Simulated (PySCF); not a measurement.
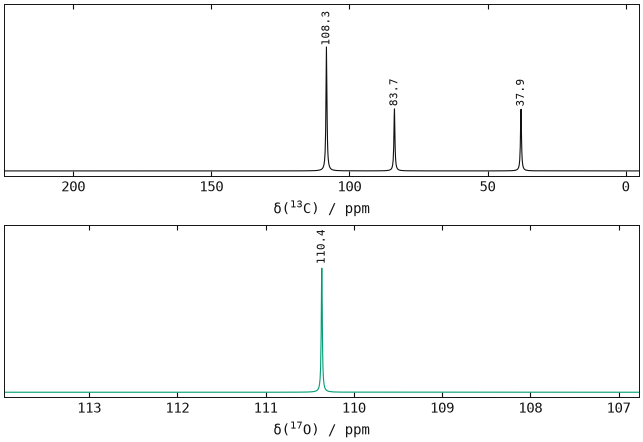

GIAO shifts, PBE0/pcSseg-1 with PySCF, at a GFN2-xTB geometry (no frequency check), against TMS for ¹³C and H₂O for ¹⁷O computed at the same level (¹⁷O: a single water molecule, while the usual scale starts at liquid water and gives values some tens of ppm lower). Gas phase, fully decoupled, line heights follow the number of nuclei, widths are arbitrary (no quadrupolar broadening); values of one conformer, averaged over methyl-type rotors and exact or near symmetry; other conformers aren't averaged in.

Question: Which structure fits the spectrum?
A. C₄H₆F₂O₂, SMILES F[C@@H]1C[C@H](F)OCO1
B. C₄H₅F₄NO, SMILES CNC(=O)[C@@H](F)C(F)(F)F
C. C₅H₁₀O (2-methylbutyraldehyde), SMILES CC[C@H](C)C=O
D. C₆H₈O, SMILES C#C/C=C/COC

Answer: Option A. Its ¹³C signals: 108.3 (2 C), 83.7 (1 C), 37.9 (1 C) ppm. Its ¹⁷O signals: 110.4 (2 O) ppm.

Caveats: the tight-binding geometry is rougher than a DFT one and adds to the error.
